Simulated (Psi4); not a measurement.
# B3LYP/aug-cc-pVDZ (sweep point 5) run of BSiH5 (boranylsilane)

Aim: the vertical ionisation energy of BSiH5 (boranylsilane) at B3LYP/aug-cc-pVDZ (sweep point 5), from 2 runs. 

Program for the calculation: Psi4 1.11.

4 further runs of the same task are left out: 4 set aside as unsound or not needed.

### 1 The molecule

BSiH5: 7 atoms, total charge 0, spin state singlet. As SMILES, `B[SiH3]`. Geometry: relaxed at PBE0-D4/def2-TZVP.

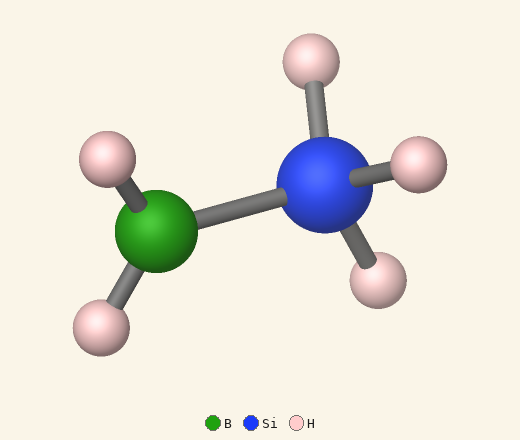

The structure, seen from a chosen angle (boron green, silicon blue, hydrogen pink).

### 2 A single-point energy at B3LYP/aug-cc-pVDZ (sweep point 5)

Contents of bh5si.dat:

```
memory 1600 mb

molecule m {
  B     -0.043200    -1.189000     0.204300
  Si     0.089100     0.785300    -0.148500
  H     -1.126000    -1.690600     0.290100
  H      0.906400    -1.902500     0.335400
  H     -0.616000     1.093400    -1.427200
  H     -0.623600     1.516700     0.939600
  H      1.474500     1.318800    -0.239500
  symmetry c1
}

set {
  basis                aug-cc-pVDZ
  reference            rks
  puream               true
  scf_type             pk
  dft_radial_points    75
  dft_spherical_points 302
}

e = energy("b3lyp")
print_variables()
```

Command:

```sh
$ psi4 -i bh5si.dat -o bh5si.out -n 1
```

bh5si.out, shortened:

```text
[...]
  Running in c1 symmetry.
[...]
  Nuclear repulsion =   47.564448936710967
[...]
  Multiplicity = 1
[...]
  Nalpha       = 12
  Nbeta        = 12
[...]
    Number of basis functions: 95
[...]
   @RKS iter   1:  -317.22206138158714   -5.54607e-01   3.56041e-03 DIIS/ADIIS
[...]
   @RKS iter   7:  -317.32065410466453   -1.65506e-08   2.06710e-07 DIIS
[...]
    Orbital Energies [Eh]
    ---------------------
    Doubly Occupied:
       1A    -66.129788     2A     -6.782046     3A     -5.277746
       4A     -3.636412     5A     -3.636163     6A     -3.635218
       7A     -0.562634     8A     -0.484879     9A     -0.374132
      10A     -0.352010    11A     -0.335815    12A     -0.304138
[...]
  @RKS Final Energy:  -317.32065410466453
   => Energetics <=
    Nuclear Repulsion Energy =             47.5644489367109671
    One-Electron Energy =                -531.3047848167356051
    Two-Electron Energy =                 188.0387516503249117
    DFT Exchange-Correlation Energy =     -21.6190698749647652
    Empirical Dispersion Energy =           0.0000000000000000
    VV10 Nonlocal Energy =                  0.0000000000000000
    Total Energy =                       -317.3206541046645270
[...]
 Multipole Moments:
 ------------------------------------------------------------------------------------
     Multipole            Electronic (a.u.)      Nuclear  (a.u.)        Total (a.u.)
 ------------------------------------------------------------------------------------
 L = 1.  Multiply by 2.5417464519 to convert [e a0] to [Debye]
 Dipole X            :          0.1237087           -0.1158999            0.0078088
 Dipole Y            :         -0.8127028            0.6794414           -0.1332614
 Dipole Z            :          0.1459870           -0.1220477            0.0239393
 Magnitude           :                                                    0.1356196
[...]
```

It took 7.8 s on 1 thread of Intel Xeon Platinum 8559C (Emerald Rapids), shared host; peak memory 0.87 GiB.

### 3 The doublet cation, same level

Contents of bh5si.in:

```
memory 1600 mb

molecule {
  1 2
  B     -0.043200    -1.189000     0.204300
  Si     0.089100     0.785300    -0.148500
  H     -1.126000    -1.690600     0.290100
  H      0.906400    -1.902500     0.335400
  H     -0.616000     1.093400    -1.427200
  H     -0.623600     1.516700     0.939600
  H      1.474500     1.318800    -0.239500
  symmetry c1
}

set {
  basis                aug-cc-pVDZ
  reference            uks
  puream               true
  scf_type             pk
  dft_radial_points    75
  dft_spherical_points 302
  maxiter              150
}

E, wfn = energy("b3lyp", return_wfn=True)
print_variables()
```

Command:

```sh
$ psi4 -n 1 bh5si.in bh5si.out
```

bh5si.out, shortened:

```text
[...]
  Running in c1 symmetry.
[...]
  Nuclear repulsion =   47.564448936710967
[...]
  Multiplicity = 2
[...]
  Nalpha       = 12
  Nbeta        = 11
[...]
    Number of basis functions: 95
[...]
   @UKS iter   1:  -316.85913961363042   -1.91685e-01   2.48592e-03 DIIS/ADIIS
[...]
   @UKS iter  11:  -316.92247103170200   -2.79546e-08   8.01233e-07 DIIS
[...]
   @S^2 Observed:                7.525175483E-01
[...]
    Orbital Energies [Eh]
    ---------------------
    Alpha Occupied:
       1A    -66.411027     2A     -7.090712     3A     -5.557048
       4A     -3.921356     5A     -3.912916     6A     -3.912411
       7A     -0.847272     8A     -0.745758     9A     -0.636642
      10A     -0.604878    11A     -0.594599    12A     -0.577189
    Alpha Virtual:
      13A     -0.357184    14A     -0.192030    15A     -0.180084
      16A     -0.164520    17A     -0.163056    18A     -0.126143
      19A     -0.116674    20A     -0.107939    21A     -0.106000
      22A     -0.079295    23A     -0.077881    24A     -0.070407
      25A     -0.064727    26A     -0.061251    27A     -0.048610
[...]
  @UKS Final Energy:  -316.92247103170200
   => Energetics <=
    Nuclear Repulsion Energy =             47.5644489367109671
    One-Electron Energy =                -524.7966620340591817
    Two-Electron Energy =                 181.6757362950710615
    DFT Exchange-Correlation Energy =     -21.3659942294248992
    Empirical Dispersion Energy =           0.0000000000000000
    VV10 Nonlocal Energy =                  0.0000000000000000
    Total Energy =                       -316.9224710317021163
[...]
 Multipole Moments:
 ------------------------------------------------------------------------------------
     Multipole            Electronic (a.u.)      Nuclear  (a.u.)        Total (a.u.)
 ------------------------------------------------------------------------------------
 L = 1.  Multiply by 2.5417464519 to convert [e a0] to [Debye]
 Dipole X            :          0.0356993           -0.1158999           -0.0802006
 Dipole Y            :         -1.3508444            0.6794414           -0.6714030
 Dipole Z            :          0.2419443           -0.1220477            0.1198966
 Magnitude           :                                                    0.6867236
[...]
```

Wall time 12 s (1 thread of Intel Xeon Platinum 8559C (Emerald Rapids), shared host); peak memory 0.87 GiB.

### 4 What came out

Level: B3LYP/aug-cc-pVDZ (sweep point 5).

```
                                          quantity          value
                       singlet BSiH5: total energy  -317.32065 Eh
                      singlet BSiH5: dipole moment         0.34 D
                        singlet BSiH5: HOMO energy       -8.28 eV
                        singlet BSiH5: LUMO energy       -2.68 eV
                      singlet BSiH5: HOMO–LUMO gap        5.60 eV
                      doublet cation: total energy  -316.92247 Eh
doublet cation: HOMO energy (highest over α and β)      -15.47 eV
 doublet cation: LUMO energy (lowest over α and β)      -13.38 eV
                              doublet cation: ⟨S²⟩          0.753
vertical ionisation energy (to the doublet cation)      10.835 eV
```

**Reading.** The vertical ionisation energy comes to 10.84 eV (1045 kJ/mol). −ε(HOMO) before ionisation, 8.28 eV, is 2.56 eV below this ionisation energy.
